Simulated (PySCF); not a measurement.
Molecule: SMILES Cl[Si]([SeH])(F)[SeH]. Atoms near the plane z = 1.5 Å, at the CAM-B3LYP/def2-SVP optimised geometry (x, y, z in Å): F1 (1.5, 0.8, 1.4), Si2 (0.9, 0.3, 0.0), Cl3 (1.4, -1.7, -0.2), Se5 (-1.4, 0.3, 0.0), H7 (-1.4, 1.7, 0.0).

Method: CAM-B3LYP/def2-TZVP run with PySCF. Cells within 0.4 Å of a nucleus heavier than hydrogen are left out (blank, or x). The values are rescaled to run from 0 to 1.

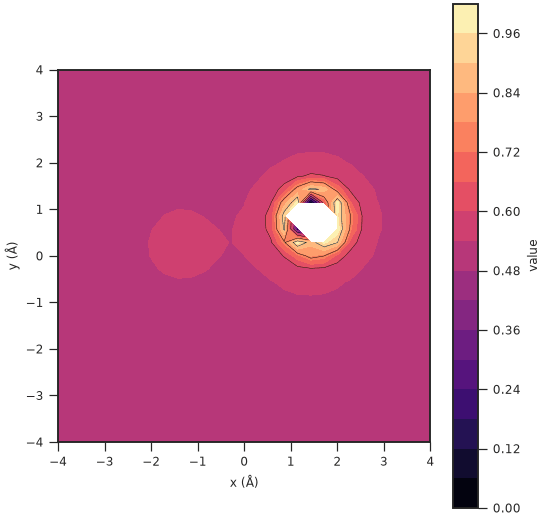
a field on the plane z = 1.5 Å.

Which quantity is mapped?
A) log10 of the electron density
B) Laplacian of the electron density
C) deformation density (molecule minus spherical neutral atoms)
D) electrostatic potential

B, Laplacian of the electron density. In full: Laplacian of the electron density (e/bohr⁵).
